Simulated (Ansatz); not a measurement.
# NOF (nitrosyl fluoride) at wB97X/def2-TZVPP

What is the vertical ionisation energy of NOF (nitrosyl fluoride) at wB97X/def2-TZVPP? 

Program for the calculation: Ansatz 0.2.0.

59 further runs of the same task are left out: 59 set aside as unsound or not needed.

## Step 1: The structure to begin with

NOF: 3 atoms, total charge 0, spin state singlet. SMILES: `O=NF`. The coordinates come from a PBE0-D4/def2-TZVP relaxation.

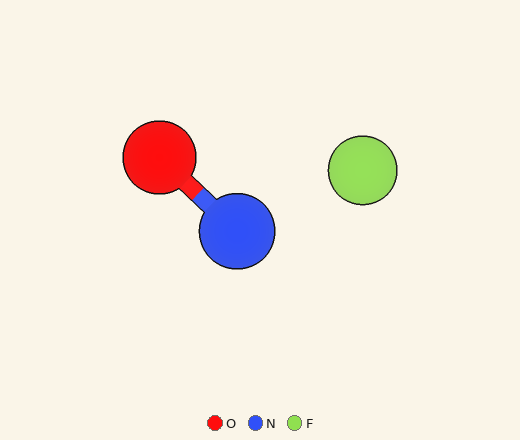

Viewed from a chosen angle; oxygen red, nitrogen blue, fluorine green.

## Step 2: The energy at wB97X/def2-TZVPP

job.yaml reads:

```yaml
crystal:
  periodic: [false, false, false]
  atoms:
    - symbol: O
      position_ang: [0.868350, 0.242970, 0.504740]
    - symbol: N
      position_ang: [0.148930, -0.482540, 0.029910]
    - symbol: F
      position_ang: [-1.017290, 0.239580, -0.534650]
basis:
  gaussian:
    orbitals: def2-TZVPP
hamiltonian:
  xc: {name: wB97X}
accuracy: high
output: {orbitals: {seedname: orbitals}}
```

Run with:

```sh
ansatz run job.yaml --threads 1 --pin off --max-ram 3480MiB --events-out events.jsonl --progress --plain --runs-dir runs
```

Log:

```text
Warning: RAYON_NUM_THREADS=1 ignored (pool sized by the plan → 1); use --threads N
Functional definition: wB97X
  name "wB97X"
  parameter omega = 0.3/bohr
  parameter cx = 0.157706
  parameter cx1 = 0.726479
  parameter cx2 = 1.04760
  parameter cx3 = -5.70635
  parameter cx4 = 13.2794
  parameter css1 = -4.33879
  parameter css2 = 18.2308
  parameter css3 = -31.7430
  parameter css4 = 17.2901
  parameter cos1 = 2.37031
  parameter cos2 = -11.3995
  parameter cos3 = 6.58405
  parameter cos4 = -3.78132
  exchange = spin_sum(e_x_unif_sr(omega)*poly(b97_u_x, 1 - cx, cx1, cx2, cx3, cx4)) + cx*exact_x_sr(omega)
      + exact_x_lr(omega)
  correlation = spin_sum(e_c_pw_same_spin*poly(b97_u_same, 1, css1, css2, css3, css4))
      + integral(e_c_pw_opposite_spin*poly(b97_u_opposite, 1, cos1, cos2, cos3, cos4))
1512 factors; integrals over basis functions are off by at most 3.4e-9 eV
190 factors; integrals over basis functions are off by at most 1.5e-9 eV
mean field evaluation 1: about -6249.6566 eV, gradient 4.0e1 eV
mean field evaluation 2: about -6247.5164 eV, gradient 5.8e1 eV
mean field evaluation 4: about -6252.0484 eV, gradient 2.0e0 eV
mean field evaluation 8: about -6252.0532 eV, gradient 1.2e-1 eV
mean field evaluation 16: about -6252.0534 eV, gradient 2.6e-5 eV
mean field -6252.05335717 eV, -229.7587230821 hartree, gradient 2.3e-8 eV, S^2 0.000000; 0 other end points of the search recorded, 0 dependent functions left out
reference -6252.05335576 eV, -229.7587230304 hartree; 12, 12 occupied and 81, 81 virtual orbitals, 1512 factors
Total energy: -6252.05335576 eV, -229.7587230304 hartree
```

Wall time 9.6 s (1 thread of Arm Neoverse V2, shared host); peak memory 0.28 GiB.

## Step 3: The doublet cation at the same level

in.yaml reads:

```yaml
crystal:
  periodic: [false, false, false]
  atoms:
    - {symbol: O, position_ang: [0.868350, 0.242970, 0.504740]}
    - {symbol: "N", position_ang: [0.148930, -0.482540, 0.029910]}
    - {symbol: F, position_ang: [-1.017290, 0.239580, -0.534650]}
basis:
  gaussian:
    orbitals: def2-TZVPP
accuracy: high
hamiltonian:
  xc: {name: wB97X}
total_charge: 1
output: {orbitals: {seedname: orbitals}}
magnetization:
  spin_polarized: true
  initial_magnetization: 1
```

Run with:

```sh
ansatz run in.yaml --threads 1 --pin off --max-ram 3480MiB --events-out events.jsonl --progress --plain --runs-dir runs
```

Log (excerpt; [...] marks lines left out):

```text
Warning: RAYON_NUM_THREADS=1 ignored (pool sized by the plan → 1); use --threads N
[... 2 set-up lines as earlier in the session ...]
[...]
      + exact_x_lr(omega)
[...]
      + integral(e_c_pw_opposite_spin*poly(b97_u_opposite, 1, cos1, cos2, cos3, cos4))
1512 factors; integrals over basis functions are off by at most 3.4e-9 eV
190 factors; integrals over basis functions are off by at most 1.5e-9 eV
[...]
mean field -6239.04402975 eV, -229.2806391174 hartree, gradient 5.1e-8 eV, S^2 0.769821; 2 other end points of the search recorded, 0 dependent functions left out
reference -6239.04402842 eV, -229.2806390685 hartree; 12, 11 occupied and 81, 82 virtual orbitals, 1512 factors
Total energy: -6239.04402842 eV, -229.2806390685 hartree
```

Wall time 26 s (1 thread of Arm Neoverse V2, shared host); peak memory 0.44 GiB.

## Step 4: Results

Level: wB97X/def2-TZVPP.

| quantity | value |
| --- | --- |
| singlet NOF: total energy | -229.75872 Eh |
| singlet NOF: HOMO energy | -12.25 eV |
| singlet NOF: LUMO energy | -0.74 eV |
| singlet NOF: HOMO–LUMO gap | 11.51 eV |
| doublet cation: total energy | -229.28064 Eh |
| doublet cation: HOMO energy (highest over α and β) | -23.57 eV |
| doublet cation: LUMO energy (lowest over α and β) | -13.78 eV |
| doublet cation: ⟨S²⟩ | 0.770 |
| vertical ionisation energy (to the doublet cation) | 13.009 eV |

Removing an electron at fixed nuclei costs 13.01 eV (1255 kJ/mol). −ε(HOMO) before ionisation, 12.25 eV, is 0.76 eV below this ionisation energy.
